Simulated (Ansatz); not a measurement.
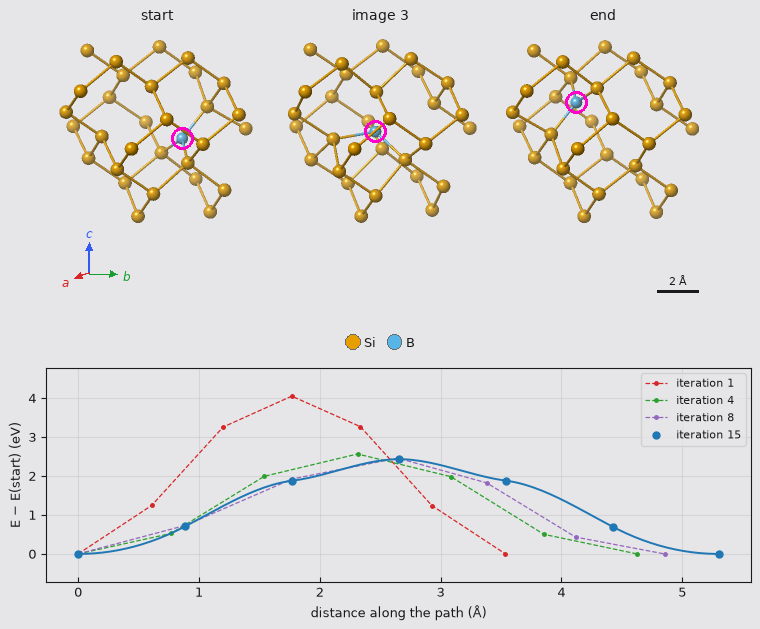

NEB run on Si with a Si vacancy (63 atoms in the cell, charge +2). Images are numbered from 0 (start) to 6 (end). The plot follows the band through its iterations. A ball-and-stick model of the atoms within 5.3 Å of the middle of the path, seen slightly off an axis. The moving atom is ringed, with any periodic copies. Bonds to atoms that aren't drawn are left out.

These are results of DFT PBE, scalar-relativistic, plane waves, PAW in Ansatz, not measurements. Run with plane-wave cutoff 420 eV; k-point mesh 1 × 1 × 1; Gaussian smearing 0.02 eV; spin collinear; 5 movable images; climbing image; force threshold 0.05 eV/Å; iteration limit 40; starting path by image-dependent pair potential.

Did the band converge, and can the barrier be trusted?

The result is final at these settings. The band converged in 15 iterations. The climbing image converged on the top of the path. A check of its curvatures found one unstable direction (−2.7 eV/Å²), as a transition state must have. The first iteration put the highest image at 4.05 eV. The barrier is about 2.43 eV in both directions, with image 3 at the top; the ends have the same energy.

Limits of the set-up: the cell is charged, on a uniform background, and energies carry no finite-size correction.

PAW datasets: the set soft_1.
